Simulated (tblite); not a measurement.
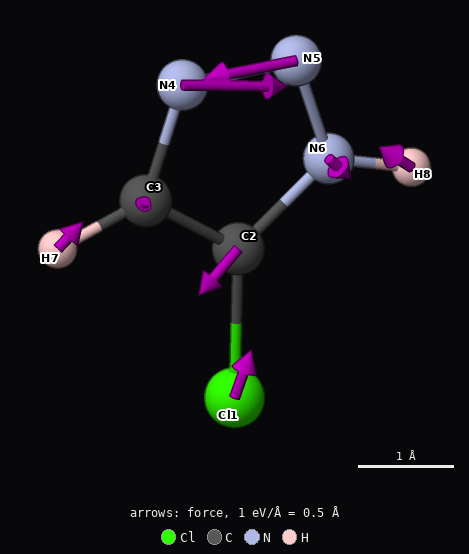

Starting geometry of C$_{2}$H$_{2}$ClN$_{3}$ with the computed forces as purple arrows. A ball-and-stick model, seen at a tilt.

Method: GFN2-xTB geometry optimisation, gas phase in tblite 0.8.0. 

Is this structure relaxed? If not, where do the atoms go?

Answer. It isn't relaxed: the largest force vector, on N4, is 2.47 eV/Å. The final displacements follow the starting forces only in part (cosine between the two patterns 0.53). Cl1 moves most after the best rigid fit: 0.12 Å. Largest moves by element: Cl 0.12 Å, H 0.11 Å, C 0.06 Å, N 0.05 Å. Among the contacts that change: N4–N5 1.342 → 1.273 Å, Cl1–C2 1.755 → 1.700 Å, N6–H8 1.035 → 1.009 Å, C3–H7 1.091 → 1.068 Å. Bond angles that change, for instance: Cl1–C2–C3 125.8° → 133.2°, Cl1–C2–N6 128.9° → 122.5°, C2–C3–H7 125.3° → 130.1°. After 17 geometry steps the energy has fallen by 21.6 kJ/mol. The run took 0.07 s on 1 thread of AMD EPYC 7R43 64-Core Processor (shared host).
